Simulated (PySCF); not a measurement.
C₃H₈N, SMILES [CH2]C(C)N, doublet at its PBE0/def2-SVP optimised geometry (Å):

```
12

C      0.8240     0.5914     0.0000
C      0.0576    -0.6468     0.3299
C     -1.3345    -0.6488    -0.2838
N     -0.0629    -0.8544     1.7820
H      0.3186     1.5636     0.0000
H      1.9182     0.5914     0.0000
H      0.6073    -1.5224    -0.0591
H     -1.2869    -0.5837    -1.3808
H     -1.9182     0.2154     0.0770
H     -1.8751    -1.5636    -0.0005
H     -0.5258    -0.0441     2.1969
H      0.8646    -0.8847     2.2044
```

Computed with unrestricted PBE0/def2-TZVP (PySCF). Cells within 0.4 Å of a nucleus heavier than hydrogen are left out (blank, or x).

Map of the HOMO−1 amplitude (α) (bohr^(-3/2)) on the plane z = 0.0 Å; orbital energy -7.66 eV, overall sign arbitrary:

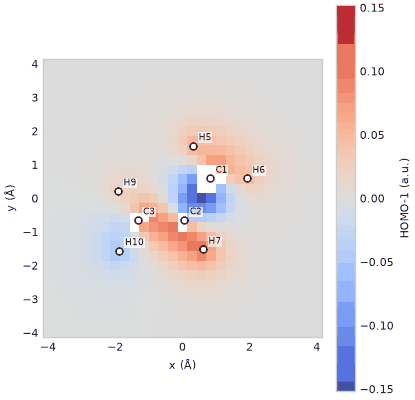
*HOMO−1 amplitude (α) (bohr^(-3/2)) on the plane z = 0.0 Å.*
